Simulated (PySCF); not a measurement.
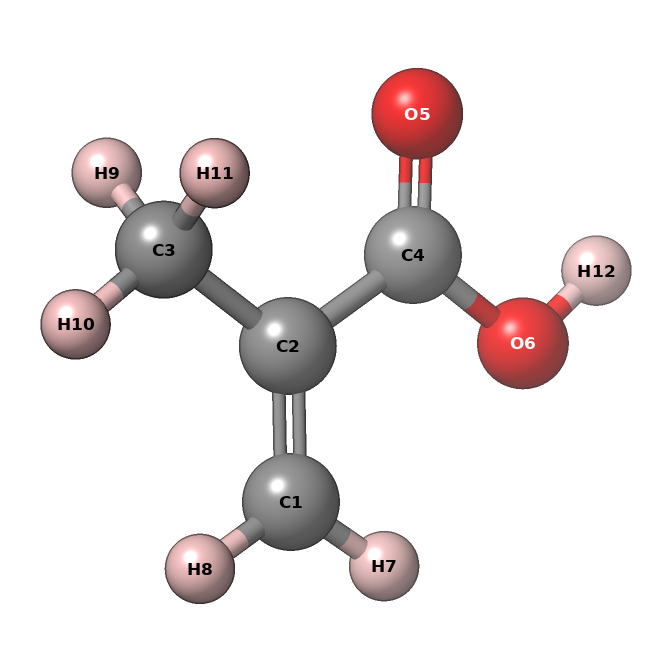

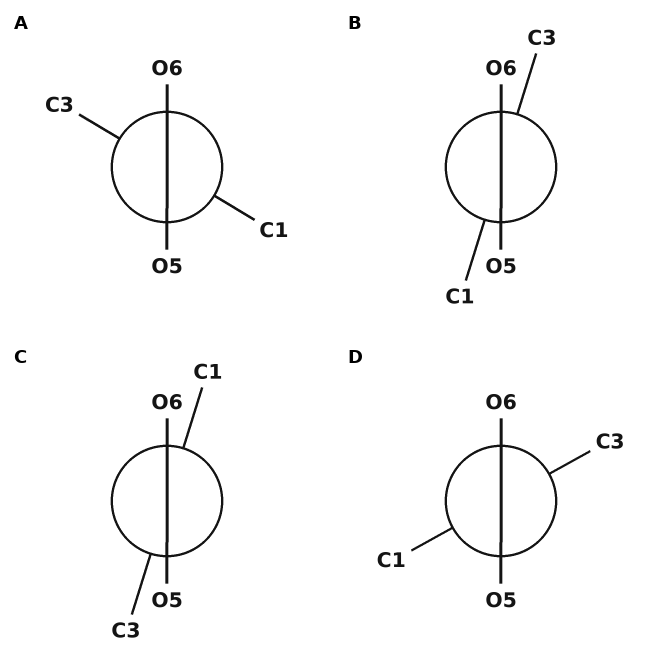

Depth is shown by fading: the farther an atom, the more it takes the colour of the background. Bonds that would overlap in a projection are set slightly apart. Computed geometry: PBE0-D3(BJ)/def2-TZVP optimisation. No frequency run is at hand to confirm it as a minimum.

Which Newman projection shows the view along C4–C2, with C4 in front?

C. The torsion angle O6–C4–C2–C3 is −179°, antiperiplanar (anti).
